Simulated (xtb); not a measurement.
Run report: Si2N2H8S (charge +1), energy and gradient calculation

The run: energy and gradient calculation of Si2N2H8S, charge +1, multiplicity 2. Method and program: GFN1-xTB (xtb 6.7.1).

The geometry is that of the parent species in another charge or spin state. The geometry comes from this level: PBE0-D4/def2-TZVP.

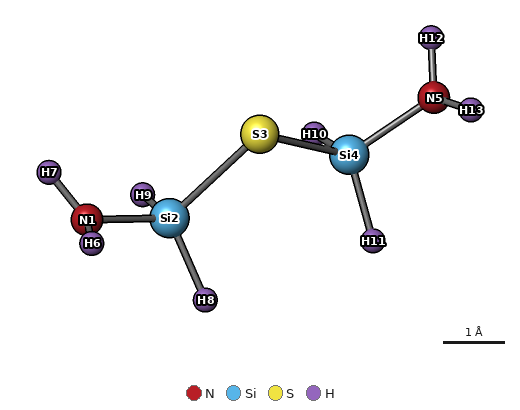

Figure 1. The input geometry (ball-and-stick view, seen at a tilt; atoms are numbered from 1 in the order of the input). Bond lengths as drawn: H–N 1.01 Å, H–Si 1.48 Å, N–Si 1.71 Å and S–Si 2.15 Å.

Input file (start.xyz):
```
13

N     -1.648000     1.806800     2.047400
Si    -1.271200     0.563600     0.934500
S      0.740700     0.697000     0.191100
Si     0.756800    -1.029200    -1.088700
N      2.267300    -1.269600    -1.854700
H     -1.221700     1.798600     2.960600
H     -1.757800     2.751400     1.713900
H     -1.435500    -0.741400     1.622400
H     -2.209800     0.669600    -0.210400
H     -0.271500    -0.849400    -2.143700
H      0.455700    -2.228900    -0.268100
H      2.556700    -0.637900    -2.584700
H      3.058700    -1.565500    -1.305100
```

Machine: 1 thread of Arm Neoverse N1, 98 GiB of memory available, shared host.

Launched with:
```bash
xtb start.xyz --chrg 1 --uhf 1 --grad --gfn 1 --json | tee start.out
```

The program's output:
```
* xtb version 6.7.1
   ID    Z sym.   atoms
    1    7 N      1, 5
    2   14 Si     2, 4
    3   16 S      3
    4    1 H      6-13

           -------------------------------------------------
          |                Calculation Setup                |
           -------------------------------------------------

          program call               : xtb start.xyz --chrg 1 --uhf 1 --grad --gfn 1 --json
          coordinate file            : start.xyz
          omp threads                :                     1

           -------------------------------------------------
          |                 G F N 1 - x T B                 |
           -------------------------------------------------

      * Hamiltonian:
        H0-scaling (s, p, d)           1.850000    2.250000    2.000000
        zeta-weighting                 0.000000
      * Dispersion:
        s8                             2.400000
        a1                             0.630000
        a2                             5.000000
        s9                             0.000000
      * Repulsion:
        kExp                           1.500000
        rExp                           1.000000
      * Coulomb:
        alpha                          2.000000
        third order                    atomic
        anisotropic                    false
      * Halogen bond correction:
        rad-scale                      1.300000
        damping                        0.440000

          ...................................................
          :                      SETUP                      :
          :.................................................:
          :  # basis functions                  54          :
          :  # atomic orbitals                  51          :
          :  # shells                           29          :
          :  # electrons                        31          :
          :  # halogen bonds                     0          :
          :  max. iterations                   250          :
          :  Hamiltonian                  GFN1-xTB          :
          :  restarted?                      false          :
          :  GBSA solvation                  false          :
          :  PC potential                    false          :
          :  electronic temp.          300.0000000     K    :
          :  accuracy                    1.0000000          :
          :  -> integral cutoff          0.2500000E+02      :
          :  -> integral neglect         0.1000000E-07      :
          :  -> SCF convergence          0.1000000E-05 Eh   :
          :  -> wf. convergence          0.2000000E-04 e    :
          :  Broyden damping             0.4000000          :
          :  net charge                          1          :
          :  unpaired electrons                  1          :
          ...................................................

 iter      E             dE          RMSdq      gap      omega  full diag
   1    -17.8867798 -0.178868E+02  0.619E+00    5.44       0.0  T
   2    -17.8590930  0.276868E-01  0.449E+00    5.92       1.0  T
   3    -17.8684974 -0.940440E-02  0.297E+00    5.68       1.0  T
   4    -17.9558757 -0.873782E-01  0.704E-01    5.99       1.0  T
   5    -17.9440552  0.118205E-01  0.110E+00    6.22       1.0  T
   6    -17.9441475 -0.923450E-04  0.125E+00    5.90       1.0  T
   7    -17.9498873 -0.573980E-02  0.944E-01    6.04       1.0  T
   8    -17.9589597 -0.907239E-02  0.626E-01    6.10       1.0  T
   9    -17.9639602 -0.500050E-02  0.288E-01    6.20       1.0  T
  10    -17.9645890 -0.628749E-03  0.249E-01    6.17       1.0  T
  11    -17.9655837 -0.994701E-03  0.937E-02    6.19       1.0  T
  12    -17.9657128 -0.129159E-03  0.473E-02    6.20       1.0  T
  13    -17.9657386 -0.257229E-04  0.298E-02    6.19       1.0  T
  14    -17.9657512 -0.126090E-04  0.160E-02    6.19       1.7  T
  15    -17.9657554 -0.423840E-05  0.636E-03    6.19       4.4  T
  16    -17.9657562 -0.791939E-06  0.502E-04    6.19      55.3  T
  17    -17.9657562 -0.500597E-08  0.124E-04    6.19     224.1  T
  18    -17.9657562  0.124977E-09  0.159E-04    6.19     174.7  T

   *** convergence criteria satisfied after 18 iterations ***

         #    Occupation            Energy/Eh            Energy/eV
      -------------------------------------------------------------
         1        2.0000           -1.0334418             -28.1214
       ...           ...                  ...                  ...
        10        2.0000           -0.6334847             -17.2380
        11        2.0000           -0.6304350             -17.1550
        12        2.0000           -0.6100200             -16.5995
        13        2.0000           -0.6070214             -16.5179
        14        2.0000           -0.6059330             -16.4883
        15        1.6550           -0.5967780             -16.2392
        16        1.3451           -0.5955602             -16.2060 (HOMO)
        17                         -0.3680441             -10.0150 (LUMO)
        18                         -0.3357234              -9.1355
        19                         -0.3208716              -8.7314
        20                         -0.3168781              -8.6227
        21                         -0.2840528              -7.7295
       ...                                ...                  ...
        51                          1.4116101              38.4119
      -------------------------------------------------------------
                  HL-Gap            0.2275161 Eh            6.1910 eV
             Fermi-level           -0.5389856 Eh          -14.6665 eV

 SCC (total)                   0 d,  0 h,  0 min,  0.026 sec
 SCC setup                      ...        0 min,  0.000 sec (  0.542%)
 Dispersion                     ...        0 min,  0.000 sec (  0.183%)
 classical contributions        ...        0 min,  0.000 sec (  0.051%)
 integral evaluation            ...        0 min,  0.004 sec ( 16.829%)
 iterations                     ...        0 min,  0.011 sec ( 43.312%)
 molecular gradient             ...        0 min,  0.009 sec ( 34.124%)
 printout                       ...        0 min,  0.001 sec (  4.890%)

         :::::::::::::::::::::::::::::::::::::::::::::::::::::
         ::                     SUMMARY                     ::
         :::::::::::::::::::::::::::::::::::::::::::::::::::::
         :: total energy             -17.811180675700 Eh    ::
         :: gradient norm              0.052108835197 Eh/a0 ::
         :: HOMO-LUMO gap              6.191027331772 eV    ::
         ::.................................................::
         :: SCC energy               -17.965756201173 Eh    ::
         :: -> electrostatic           0.090956355788 Eh    ::
         :: repulsion energy           0.159941374334 Eh    ::
         :: dispersion energy         -0.005365848862 Eh    ::
         :: halogen bond corr.         0.000000000000 Eh    ::
         :: add. restraining           0.000000000000 Eh    ::
         :: total charge               1.000000000000 e     ::
         :::::::::::::::::::::::::::::::::::::::::::::::::::::

           -------------------------------------------------
          |                Property Printout                |
           -------------------------------------------------

    * Orbital Energies and Occupations

         #    Occupation            Energy/Eh            Energy/eV
      -------------------------------------------------------------
         1        2.0000           -1.0334418             -28.1214
       ...           ...                  ...                  ...
         4        2.0000           -0.7695026             -20.9392
         5        2.0000           -0.7665797             -20.8597
         6        2.0000           -0.7230405             -19.6749
         7        2.0000           -0.7224882             -19.6599
         8        2.0000           -0.6614867             -18.0000
         9        2.0000           -0.6609432             -17.9852
        10        2.0000           -0.6334847             -17.2380
        11        2.0000           -0.6304350             -17.1550
        12        2.0000           -0.6100200             -16.5995
        13        2.0000           -0.6070214             -16.5179
        14        2.0000           -0.6059330             -16.4883
        15        1.6550           -0.5967780             -16.2392
        16        1.3451           -0.5955602             -16.2060 (HOMO)
        17                         -0.3680441             -10.0150 (LUMO)
        18                         -0.3357234              -9.1355
        19                         -0.3208716              -8.7314
        20                         -0.3168781              -8.6227
        21                         -0.2840528              -7.7295
        22                         -0.2811238              -7.6498
        23                         -0.2686306              -7.3098
        24                         -0.2471532              -6.7254
        25                         -0.2468831              -6.7180
        26                         -0.2358287              -6.4172
        27                         -0.2322273              -6.3192
       ...                                ...                  ...
        51                          1.4116101              38.4119
      -------------------------------------------------------------
                  HL-Gap            0.2275161 Eh            6.1910 eV
             Fermi-level           -0.5389856 Eh          -14.6665 eV

  Mulliken/CM5 charges         n(s)   n(p)   n(d)
     1     -0.37559 -0.79325   1.461  3.915  0.000
     2      0.43705  0.27452   1.208  1.540  0.814
     3     -0.06860 -0.02295   1.889  4.189 -0.009
     4      0.43704  0.27449   1.208  1.540  0.814
     5     -0.37555 -0.79313   1.461  3.915  0.000
     6      0.25796  0.45160   0.742  0.000  0.000
     7      0.25813  0.45182   0.742  0.000  0.000
     8     -0.02199  0.06302   1.022  0.000  0.000
     9     -0.02126  0.06375   1.021  0.000  0.000
    10     -0.02136  0.06366   1.021  0.000  0.000
    11     -0.02188  0.06313   1.022  0.000  0.000
    12      0.25813  0.45179   0.742  0.000  0.000
    13      0.25793  0.45153   0.742  0.000  0.000

Wiberg/Mayer (AO) data.
largest (>0.10) Wiberg bond orders for each atom

 ---------------------------------------------------------------------------
     #   Z sym  total        # sym  WBO       # sym  WBO       # sym  WBO
 ---------------------------------------------------------------------------
     1   7      3.107 --     2      1.244     6      0.887     7      0.887
     2  14      4.339 --     1      1.244     3      1.084     8      0.882
                             9      0.881     4      0.131
     3  16      2.340 --     4      1.084     2      1.084
     4  14      4.339 --     5      1.244     3      1.084    11      0.882
                            10      0.882     2      0.131
     5   7      3.107 --     4      1.244    13      0.887    12      0.887
     6   1      0.933 --     1      0.887
     7   1      0.933 --     1      0.887
     8   1      0.957 --     2      0.882
     9   1      0.956 --     2      0.881
    10   1      0.956 --     4      0.882
    11   1      0.957 --     4      0.882
    12   1      0.933 --     5      0.887
    13   1      0.933 --     5      0.887
 ---------------------------------------------------------------------------

Topologies differ in total number of bonds
Writing topology from bond orders to xtbtopo.mol

 dipole moment from electron density (au)
     X       Y       Z
   0.9713   0.8805   0.2756  total (Debye):    3.405

           -------------------------------------------------
          | TOTAL ENERGY              -17.811180675700 Eh   |
          | GRADIENT NORM               0.052108835197 Eh/α |
          | HOMO-LUMO GAP               6.191027331772 eV   |
           -------------------------------------------------

------------------------------------------------------------------------
------------------------------------------------------------------------
 total:
 *  cpu-time:     0 d,  0 h,  0 min,  0.035 sec
 * ratio c/w:     0.970 speedup
 SCF:
 *  cpu-time:     0 d,  0 h,  0 min,  0.025 sec
 * ratio c/w:     0.960 speedup
```

Standard error:
```
normal termination of xtb
```

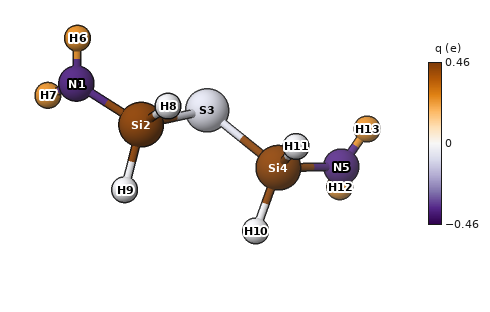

Figure 2. Mulliken charges, as the colour of each atom (ball-and-stick view, seen at a tilt; atoms are numbered from 1 in the order of the input). By element: N −0.38, Si +0.44, S −0.07 and H −0.02 to +0.26 e.

Summary:

| quantity | value |
| --- | --- |
| outcome | converged |
| electrons treated | 31 |
| total energy | −17.811181 hartree |
| dispersion energy | −0.005366 hartree |
| basis functions | 54 |
| largest force | 1.348 eV/Å |
| peak memory | 0.071 GiB |
